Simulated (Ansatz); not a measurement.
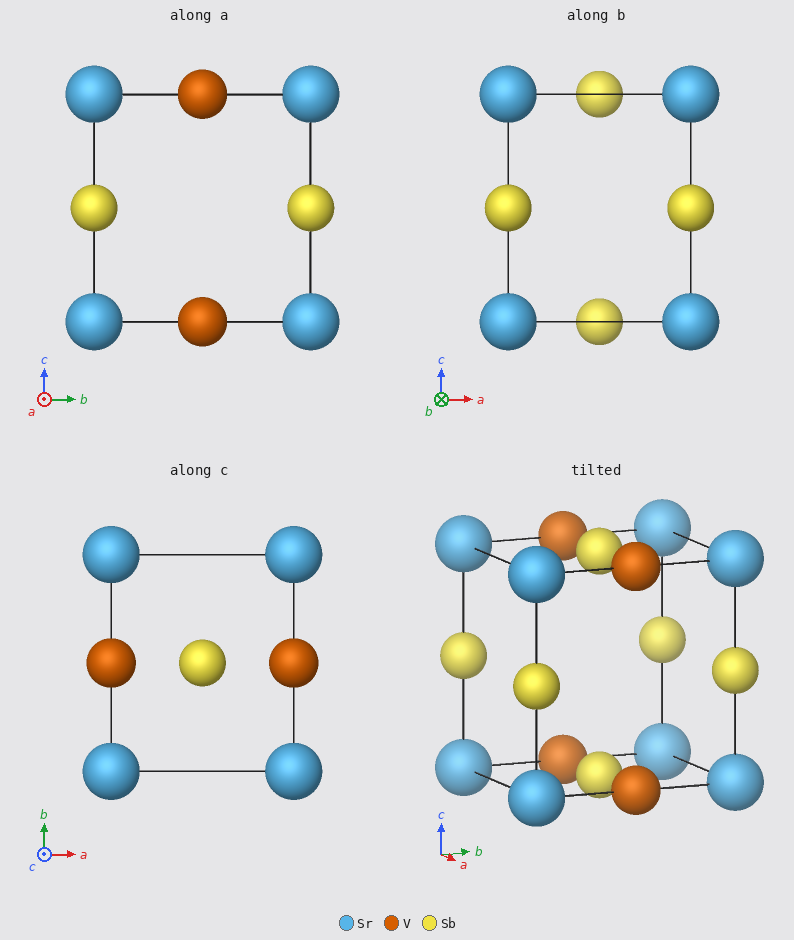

This spheres-only model is shown along the a axis, along the b axis, along the c axis and slightly off an axis. The parallelepiped is the conventional unit cell.

Lattice parameters: a = 5.079 Å, b = 6.031 Å, c = 6.331 Å, α = 90.00°, β = 90.00°, γ = 90.00°. Put a along x and b in the xy plane.

Transcribe the picture into a POSCAR file.

```
Sr V Sb
1.0
     5.079    0.000    0.000
     0.000    6.031    0.000
     0.000    0.000    6.331
Sr V Sb
1 1 2
Direct
  0.0000 0.0000 0.0000
  0.0000 0.5000 0.0000
  0.0000 0.0000 0.5000
  0.5000 0.5000 0.0000
```

Source of the structure: a random cell made by a generator, so it need not be a real form of the compound. Earlier steps of the study, as a rule a relaxation of our own, may have changed the cell and positions, so they can lie some per cent off the listed ones. It went into a calculation with Ansatz.
